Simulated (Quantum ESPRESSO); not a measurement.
## Collinear magnetic orders of VClO with Quantum ESPRESSO

Does VClO prefer parallel or opposed moments, or none?

Program: Quantum ESPRESSO 7.5. Level of theory: LDA; plane waves with GBRV 1.5 LDA potentials, no spin-orbit coupling. Results are calculated unless marked as measured.

### 1. Set-up

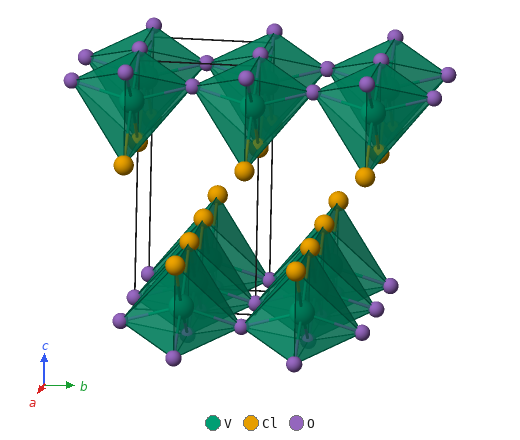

The cell as given, slightly off an axis (vanadium teal, chlorine orange, oxygen purple). 2×2×1 cells are drawn. Some periodic images of atoms are drawn too.

The cell comes from the Crystallography Open Database.

### 2. Run 1 (ferro ++)

The signs are those of the starting moments on the seeded atoms, the atoms that are given a moment.

File pw.in:

```
&CONTROL
  calculation = 'scf'
  prefix = 'pwscf'
  outdir = './tmp'
  pseudo_dir = './pseudo'
  disk_io = 'nowf'
/
&SYSTEM
  ibrav = 0
  nat = 6
  ntyp = 3
  ecutwfc = 40
  ecutrho = 280
  nbnd = 38
  occupations = 'smearing'
  smearing = 'fd'
  degauss = 0.00367493
  nspin = 2
  starting_magnetization(1) = 0.1538
  starting_magnetization(2) = 0
  starting_magnetization(3) = 0
/
&ELECTRONS
  conv_thr = 1.2d-08
  electron_maxstep = 150
  mixing_beta = 0.3
/
ATOMIC_SPECIES
V      50.9415 v_lda_v1.4.uspp.F.UPF
Cl     35.4500 cl_lda_v1.4.uspp.F.UPF
O      15.9990 o_lda_v1.2.uspp.F.UPF
CELL_PARAMETERS angstrom
   3.3000000000    0.0000000000    0.0000000000
   0.0000000000    3.7800000000    0.0000000000
   0.0000000000    0.0000000000    7.9100000000
ATOMIC_POSITIONS crystal
V       0.0000000000    0.5000000000    0.1148000000
V       0.5000000000    0.0000000000    0.8852000000
Cl      0.5000000000    0.5000000000    0.3279000000
Cl      0.0000000000    0.0000000000    0.6721000000
O       0.5000000000    0.5000000000    0.9542000000
O       0.0000000000    0.0000000000    0.0458000000
K_POINTS automatic
6 6 6 0 0 0
```

Started as:

```
> OMP_NUM_THREADS=1 mpirun -n 4 pw.x -nk 4 -in pw.in > pw.out
```

The program printed:

```text
Program PWSCF v.7.5 starts

     Message from routine setup:
     using ibrav=0 with symmetry is DISCOURAGED, use correct ibrav instead

     K-points division:     npool     =       4
     Subspace diagonalization in iterative solution of the eigenvalue problem:

     G-vector sticks info
     --------------------
     sticks:   dense  smooth     PW     G-vecs:    dense   smooth      PW
     Sum         995     569    171                52689    22757    3875

     Using Slab Decomposition

     bravais-lattice index     =            0
     lattice parameter (alat)  =       6.2361  a.u.
     unit-cell volume          =     665.8537 (a.u.)^3
     number of atoms/cell      =            6
     number of atomic types    =            3
     number of electrons       =        52.00
     number of Kohn-Sham states=           38
     kinetic-energy cutoff     =      40.0000  Ry
     charge density cutoff     =     280.0000  Ry
     scf convergence threshold =      1.2E-08
     mixing beta               =       0.3000
     number of iterations used =            8  plain     mixing
     Exchange-correlation= SLA  PZ   NOGX NOGC
                           (   1   1   0   0   0   0   0)

     celldm(1)=   6.236096  celldm(2)=   0.000000  celldm(3)=   0.000000
     celldm(4)=   0.000000  celldm(5)=   0.000000  celldm(6)=   0.000000

     crystal axes: (cart. coord. in units of alat)
               a(1) = (   1.000000   0.000000   0.000000 )
               a(2) = (   0.000000   1.145455   0.000000 )
               a(3) = (   0.000000   0.000000   2.396970 )

     reciprocal axes: (cart. coord. in units 2 pi/alat)
               b(1) = (  1.000000  0.000000  0.000000 )
               b(2) = (  0.000000  0.873016  0.000000 )
               b(3) = (  0.000000  0.000000  0.417193 )

     PseudoPot. # 1 for V  read from file:
     v_lda_v1.4.uspp.F.UPF
     Pseudo is Ultrasoft + core correction, Zval = 13.0
     Generated by new atomic code, or converted to UPF format
     Using radial grid of  853 points,  6 beta functions with:
                l(1) =   0
                l(2) =   0
                l(3) =   1
                l(4) =   1
                l(5) =   2
                l(6) =   2
     Q(r) pseudized with  8 coefficients,  rinner =    1.100   1.100   1.100
                                                       1.100   1.100

     PseudoPot. # 2 for Cl read from file:
     cl_lda_v1.4.uspp.F.UPF
     Pseudo is Ultrasoft + core correction, Zval =  7.0
     Generated by new atomic code, or converted to UPF format
     Using radial grid of  909 points,  6 beta functions with:
                l(1) =   0
                l(2) =   0
                l(3) =   1
                l(4) =   1
                l(5) =   2
                l(6) =   2
     Q(r) pseudized with  8 coefficients,  rinner =    1.300   1.300   1.300
                                                       1.300   1.300

     PseudoPot. # 3 for O  read from file:
     o_lda_v1.2.uspp.F.UPF
     Pseudo is Ultrasoft + core correction, Zval =  6.0
     Generated by new atomic code, or converted to UPF format
     Using radial grid of  737 points,  5 beta functions with:
                l(1) =   0
                l(2) =   0
                l(3) =   1
                l(4) =   1
                l(5) =   2
     Q(r) pseudized with  8 coefficients,  rinner =    0.900   0.900   0.900
                                                       0.900   0.900

     atomic species   valence    mass     pseudopotential
     V                13.00    50.94150     V ( 1.00)
     Cl                7.00    35.45000     Cl( 1.00)
     O                 6.00    15.99900     O ( 1.00)

     Starting magnetic structure
     atomic species   magnetization
     V               0.154
     Cl              0.000
     O               0.000

      8 Sym. Ops., with inversion, found ( 4 have fractional translation)

   Cartesian axes

     site n.     atom                  positions (alat units)
         1        V      tau(   1) = (   0.0000000   0.5727273   0.2751721  )
         2        V      tau(   2) = (   0.5000000   0.0000000   2.1217976  )
         3        Cl     tau(   3) = (   0.5000000   0.5727273   0.7859664  )
         4        Cl     tau(   4) = (   0.0000000   0.0000000   1.6110033  )
         5        O      tau(   5) = (   0.5000000   0.5727273   2.2871885  )
         6        O      tau(   6) = (   0.0000000   0.0000000   0.1097812  )

     number of k points=    64  Fermi-Dirac smearing, width (Ry)=  0.0037
                       cart. coord. in units 2pi/alat
        k(    1) = (   0.0000000   0.0000000   0.0000000), wk =   0.0046296
        k(    2) = (   0.0000000   0.0000000   0.0695322), wk =   0.0092593
        k(    3) = (   0.0000000   0.0000000   0.1390645), wk =   0.0092593
        k(    4) = (   0.0000000   0.0000000  -0.2085967), wk =   0.0046296
        k(    5) = (   0.0000000   0.1455026   0.0000000), wk =   0.0092593
        [... 59 further k-points ...]

     Dense  grid:    52689 G-vectors     FFT dimensions: (  36,  40,  80)

     Smooth grid:    22757 G-vectors     FFT dimensions: (  30,  30,  64)

     Check: negative core charge=   -0.000002
     Generating pointlists ...
     new r_m :   0.2459 (alat units)  1.5335 (a.u.) for type    1
     new r_m :   0.2948 (alat units)  1.8387 (a.u.) for type    2
     new r_m :   0.2459 (alat units)  1.5335 (a.u.) for type    3

     Initial potential from superposition of free atoms

     starting charge      51.9979, renormalised to      52.0000

     negative rho (up, down):  1.484E-02 1.477E-02
     Starting wfcs are   36 randomized atomic wfcs +    2 random wfcs

     Self-consistent Calculation

     iteration #  1     ecut=    40.00 Ry     beta= 0.30
     Davidson diagonalization with overlap
     ethr =  1.00E-02,  avg # of iterations =  5.2

     negative rho (up, down):  1.459E-02 1.535E-02

     total energy              =    -421.54839021 Ry
     estimated scf accuracy    <       1.07793896 Ry

     total magnetization       =     4.00 Bohr mag/cell
     absolute magnetization    =     4.07 Bohr mag/cell

     iteration #  2     ecut=    40.00 Ry     beta= 0.30
     Davidson diagonalization with overlap
     ethr =  2.07E-03,  avg # of iterations =  2.2

     negative rho (up, down):  1.436E-02 1.561E-02

     total energy              =    -421.76937003 Ry
     estimated scf accuracy    <       0.12902533 Ry

     total magnetization       =     4.00 Bohr mag/cell
     absolute magnetization    =     4.14 Bohr mag/cell

     iteration #  3     ecut=    40.00 Ry     beta= 0.30
     Davidson diagonalization with overlap
     ethr =  2.48E-04,  avg # of iterations =  4.1

     negative rho (up, down):  1.400E-02 1.632E-02

     total energy              =    -421.78784243 Ry
     estimated scf accuracy    <       0.02343898 Ry

     total magnetization       =     4.00 Bohr mag/cell
     absolute magnetization    =     4.10 Bohr mag/cell

     [... further iterations left out ...]

     iteration #  8     ecut=    40.00 Ry     beta= 0.30
     Davidson diagonalization with overlap
     ethr =  2.65E-08,  avg # of iterations =  4.0

     negative rho (up, down):  1.377E-02 1.665E-02

     total energy              =    -421.79075300 Ry
     estimated scf accuracy    <       0.00000140 Ry

     total magnetization       =     4.00 Bohr mag/cell
     absolute magnetization    =     4.14 Bohr mag/cell

     iteration #  9     ecut=    40.00 Ry     beta= 0.30
     Davidson diagonalization with overlap
     ethr =  2.70E-09,  avg # of iterations =  2.0

     negative rho (up, down):  1.376E-02 1.664E-02

     total energy              =    -421.79075320 Ry
     estimated scf accuracy    <       0.00000055 Ry

     total magnetization       =     4.00 Bohr mag/cell
     absolute magnetization    =     4.14 Bohr mag/cell

     iteration # 10     ecut=    40.00 Ry     beta= 0.30
     Davidson diagonalization with overlap
     ethr =  1.05E-09,  avg # of iterations =  2.0

     negative rho (up, down):  1.376E-02 1.664E-02

     total energy              =    -421.79075334 Ry
     estimated scf accuracy    <       0.00000022 Ry

     total magnetization       =     4.00 Bohr mag/cell
     absolute magnetization    =     4.14 Bohr mag/cell

     iteration # 11     ecut=    40.00 Ry     beta= 0.30
     Davidson diagonalization with overlap
     ethr =  4.26E-10,  avg # of iterations =  1.1

     negative rho (up, down):  1.376E-02 1.664E-02

     Magnetic moment per site  (integrated on atomic sphere of radius R)
     atom   1 (R=0.246)  charge=  9.7579  magn=  1.4936
     atom   2 (R=0.246)  charge=  9.7579  magn=  1.4936
     atom   3 (R=0.295)  charge=  5.1139  magn= -0.0004
     atom   4 (R=0.295)  charge=  5.1139  magn= -0.0004
     atom   5 (R=0.246)  charge=  5.4261  magn= -0.0099
     atom   6 (R=0.246)  charge=  5.4261  magn= -0.0099

     End of self-consistent calculation

     Number of k-points >= 100: set verbosity='high' to print the bands.

     the Fermi energy is     7.3745 ev

!    total energy              =    -421.79075337 Ry
     estimated scf accuracy    <          6.3E-09 Ry
     smearing contrib. (-TS)   =      -0.00376158 Ry
     internal energy E=F+TS    =    -421.78699179 Ry

     The total energy is F=E-TS. E is the sum of the following terms:
     one-electron contribution =    -380.19095924 Ry
     hartree contribution      =     207.96479191 Ry
     xc contribution           =     -71.99777586 Ry
     ewald contribution        =    -177.56304860 Ry

     total magnetization       =     4.00 Bohr mag/cell
     absolute magnetization    =     4.14 Bohr mag/cell

     convergence has been achieved in  11 iterations

=------------------------------------------------------------------------------=
   JOB DONE.
=------------------------------------------------------------------------------=
```

Elapsed: 64 s, on 4 MPI ranks of Arm Neoverse V1, shared host; peak memory 0.62 GiB; 4.3 min of CPU time.

Spin moment in the atom's sphere by atom:

```
atom  spin moment in the atom's sphere (μB)
  V1                                   1.49
  V2                                   1.49
 Cl3                                   0.00
 Cl4                                   0.00
  O5                                  -0.01
  O6                                  -0.01
```

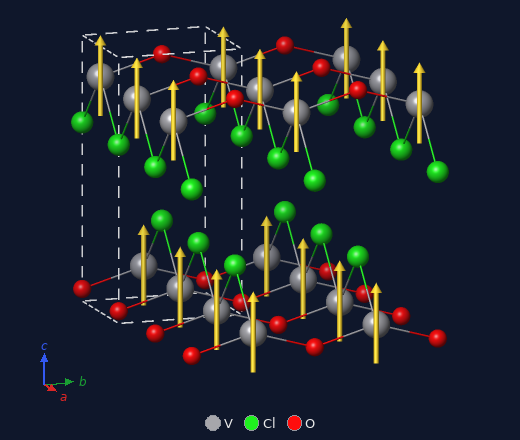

Spin moment in the atom's sphere as arrows, the longest 1.49 μB. Up and down stand for the sign. Arrows give size and sign along the axis of quantisation, drawn up and down the page. 3×2×1 cells are drawn. Some periodic images of atoms are drawn too.

This step gave:

```yaml
smearing_term_ts: 0.05118 eV
magnetization: 4 μB
absolute_magnetization: 4.137 μB
final_state: ferromagnetic
```

### 3. Start 2: antiferro +−

Edit pw.in of step 2 so:

```diff
@@ -10,6 +10,6 @@
   nat = 6
-  ntyp = 3
+  ntyp = 4
   ecutwfc = 40
   ecutrho = 280
-  nbnd = 38
+  nbnd = 36
   occupations = 'smearing'
@@ -19,4 +19,5 @@
   starting_magnetization(1) = 0.1538
-  starting_magnetization(2) = 0
+  starting_magnetization(2) = -0.1538
   starting_magnetization(3) = 0
+  starting_magnetization(4) = 0
 /
@@ -28,3 +29,4 @@
 ATOMIC_SPECIES
-V      50.9415 v_lda_v1.4.uspp.F.UPF
+V1     50.9415 v_lda_v1.4.uspp.F.UPF
+V2     50.9415 v_lda_v1.4.uspp.F.UPF
 Cl     35.4500 cl_lda_v1.4.uspp.F.UPF
@@ -36,4 +38,4 @@
 ATOMIC_POSITIONS crystal
-V       0.0000000000    0.5000000000    0.1148000000
-V       0.5000000000    0.0000000000    0.8852000000
+V1      0.0000000000    0.5000000000    0.1148000000
+V2      0.5000000000    0.0000000000    0.8852000000
 Cl      0.5000000000    0.5000000000    0.3279000000
```

The program printed:

```text
[banner, memory and clock lines left out]
Program PWSCF v.7.5 starts

     Message from routine setup:
     using ibrav=0 with symmetry is DISCOURAGED, use correct ibrav instead

     bravais-lattice index     =            0
     lattice parameter (alat)  =       6.2361  a.u.
     unit-cell volume          =     665.8537 (a.u.)^3
     number of atoms/cell      =            6
     number of atomic types    =            4
     number of electrons       =        52.00
     number of Kohn-Sham states=           36
     kinetic-energy cutoff     =      40.0000  Ry
     charge density cutoff     =     280.0000  Ry
     scf convergence threshold =      1.2E-08
     mixing beta               =       0.3000
     number of iterations used =            8  plain     mixing
     Exchange-correlation= SLA  PZ   NOGX NOGC
                           (   1   1   0   0   0   0   0)

     celldm(1)=   6.236096  celldm(2)=   0.000000  celldm(3)=   0.000000
     celldm(4)=   0.000000  celldm(5)=   0.000000  celldm(6)=   0.000000

     crystal axes: (cart. coord. in units of alat)
               a(1) = (   1.000000   0.000000   0.000000 )
               a(2) = (   0.000000   1.145455   0.000000 )
               a(3) = (   0.000000   0.000000   2.396970 )

     reciprocal axes: (cart. coord. in units 2 pi/alat)
               b(1) = (  1.000000  0.000000  0.000000 )
               b(2) = (  0.000000  0.873016  0.000000 )
               b(3) = (  0.000000  0.000000  0.417193 )

     PseudoPot. # 1 for V  read from file:
     v_lda_v1.4.uspp.F.UPF
     Pseudo is Ultrasoft + core correction, Zval = 13.0

     PseudoPot. # 2 for V  read from file:
     v_lda_v1.4.uspp.F.UPF
     Pseudo is Ultrasoft + core correction, Zval = 13.0

     PseudoPot. # 3 for Cl read from file:
     cl_lda_v1.4.uspp.F.UPF
     Pseudo is Ultrasoft + core correction, Zval =  7.0

     PseudoPot. # 4 for O  read from file:
     o_lda_v1.2.uspp.F.UPF
     Pseudo is Ultrasoft + core correction, Zval =  6.0

     atomic species   valence    mass     pseudopotential
     V1               13.00    50.94150     V ( 1.00)
     V2               13.00    50.94150     V ( 1.00)
     Cl                7.00    35.45000     Cl( 1.00)
     O                 6.00    15.99900     O ( 1.00)

     Starting magnetic structure
     atomic species   magnetization
     V1              0.154
     V2             -0.154
     Cl              0.000
     O               0.000

      4 Sym. Ops. (no inversion) found

   Cartesian axes

     site n.     atom                  positions (alat units)
         1        V1     tau(   1) = (   0.0000000   0.5727273   0.2751721  )
         2        V2     tau(   2) = (   0.5000000   0.0000000   2.1217976  )
         3        Cl     tau(   3) = (   0.5000000   0.5727273   0.7859664  )
         4        Cl     tau(   4) = (   0.0000000   0.0000000   1.6110033  )
         5        O      tau(   5) = (   0.5000000   0.5727273   2.2871885  )
         6        O      tau(   6) = (   0.0000000   0.0000000   0.1097812  )

     number of k points=    64  Fermi-Dirac smearing, width (Ry)=  0.0037
                       cart. coord. in units 2pi/alat
        k(    1) = (   0.0000000   0.0000000   0.0000000), wk =   0.0046296
        k(    2) = (   0.0000000   0.0000000   0.0695322), wk =   0.0092593
        k(    3) = (   0.0000000   0.0000000   0.1390645), wk =   0.0092593
        k(    4) = (   0.0000000   0.0000000  -0.2085967), wk =   0.0046296
        k(    5) = (   0.0000000   0.1455026   0.0000000), wk =   0.0092593
        [... 59 further k-points ...]

     Dense  grid:    52689 G-vectors     FFT dimensions: (  36,  40,  80)

     Smooth grid:    22757 G-vectors     FFT dimensions: (  25,  30,  64)

     Check: negative core charge=   -0.000002
     Generating pointlists ...
     new r_m :   0.2459 (alat units)  1.5335 (a.u.) for type    1
     new r_m :   0.2459 (alat units)  1.5335 (a.u.) for type    2
     new r_m :   0.2948 (alat units)  1.8387 (a.u.) for type    3
     new r_m :   0.2459 (alat units)  1.5335 (a.u.) for type    4

     Initial potential from superposition of free atoms

     starting charge      51.9979, renormalised to      52.0000

     negative rho (up, down):  1.480E-02 1.480E-02
     Starting wfcs are   36 randomized atomic wfcs

     Self-consistent Calculation

     iteration #  1     ecut=    40.00 Ry     beta= 0.30
     Davidson diagonalization with overlap
     ethr =  1.00E-02,  avg # of iterations =  5.0

     negative rho (up, down):  1.497E-02 1.497E-02

     total energy              =    -421.53389679 Ry
     estimated scf accuracy    <       1.09870688 Ry

     total magnetization       =     0.00 Bohr mag/cell
     absolute magnetization    =     3.78 Bohr mag/cell

     iteration #  2     ecut=    40.00 Ry     beta= 0.30
     Davidson diagonalization with overlap
     ethr =  2.11E-03,  avg # of iterations =  2.0

     negative rho (up, down):  1.499E-02 1.499E-02

     total energy              =    -421.76553789 Ry
     estimated scf accuracy    <       0.13341050 Ry

     total magnetization       =    -0.00 Bohr mag/cell
     absolute magnetization    =     3.93 Bohr mag/cell

     [... further iterations left out ...]

     iteration # 12     ecut=    40.00 Ry     beta= 0.30
     Davidson diagonalization with overlap
     ethr =  2.34E-10,  avg # of iterations =  2.0

     negative rho (up, down):  1.515E-02 1.515E-02

     total energy              =    -421.78637047 Ry
     estimated scf accuracy    <       0.00000003 Ry

     total magnetization       =     0.00 Bohr mag/cell
     absolute magnetization    =     3.96 Bohr mag/cell

     iteration # 13     ecut=    40.00 Ry     beta= 0.30
     Davidson diagonalization with overlap
     ethr =  4.92E-11,  avg # of iterations =  1.6

     negative rho (up, down):  1.515E-02 1.515E-02

     Magnetic moment per site  (integrated on atomic sphere of radius R)
     atom   1 (R=0.246)  charge=  9.7553  magn=  1.4285
     atom   2 (R=0.246)  charge=  9.7553  magn= -1.4286
     atom   3 (R=0.295)  charge=  5.1130  magn= -0.0021
     atom   4 (R=0.295)  charge=  5.1130  magn=  0.0021
     atom   5 (R=0.246)  charge=  5.4275  magn=  0.0342
     atom   6 (R=0.246)  charge=  5.4275  magn= -0.0342

     End of self-consistent calculation

     Number of k-points >= 100: set verbosity='high' to print the bands.

     the Fermi energy is     7.3644 ev

!    total energy              =    -421.78637047 Ry
     estimated scf accuracy    <          5.1E-09 Ry
     smearing contrib. (-TS)   =      -0.00435225 Ry
     internal energy E=F+TS    =    -421.78201823 Ry

     The total energy is F=E-TS. E is the sum of the following terms:
     one-electron contribution =    -380.19460057 Ry
     hartree contribution      =     207.96027158 Ry
     xc contribution           =     -71.98464064 Ry
     ewald contribution        =    -177.56304860 Ry

     total magnetization       =    -0.00 Bohr mag/cell
     absolute magnetization    =     3.96 Bohr mag/cell

     convergence has been achieved in  13 iterations
```

It took 64 s on 4 MPI ranks; peak memory 0.69 GiB; 4.3 min of CPU time.

Spin moment in the atom's sphere by atom:

```
atom  spin moment in the atom's sphere (μB)
  V1                                   1.43
  V2                                  -1.43
 Cl3                                   0.00
 Cl4                                   0.00
  O5                                   0.03
  O6                                  -0.03
```

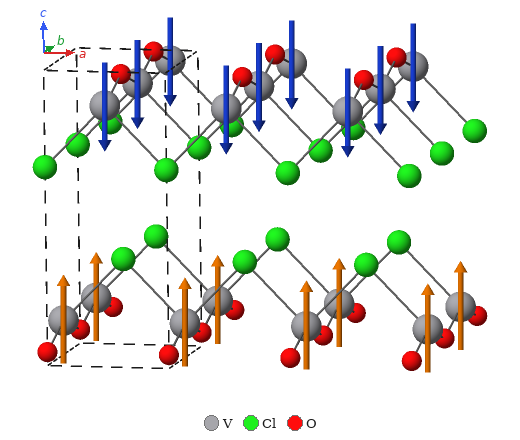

Spin moment in the atom's sphere as arrows, the longest 1.43 μB. Up and down stand for the sign. Arrows give size and sign along the axis of quantisation, drawn up and down the page. The two directions have two colours. 3×2×1 cells are drawn. Some periodic images of atoms are drawn too.

Read from the output:

```
smearing term TS       : 0.05922 eV
magnetization          : 0 μB
absolute magnetization : 3.956 μB
final state            : antiferromagnetic
```

(Continued in part 2 of 2.)

[Logs and program files are shortened in this print: banners, set-up blocks, solver, clock and traceback lines can be left out without a mark of their own.]

[Logs are printed without paths, hosts, clocks, repeated set-up lines and the standing remarks that a program may print on its own settings, such as how far it seeks lower states.]

[Hosts, paths, dates, database ids (printed as entryN), source tags and the programs' standing remarks are cut or masked in the printed files.]

[Where a cell is said to come from a database of computed structures, the database is the Materials Project.]
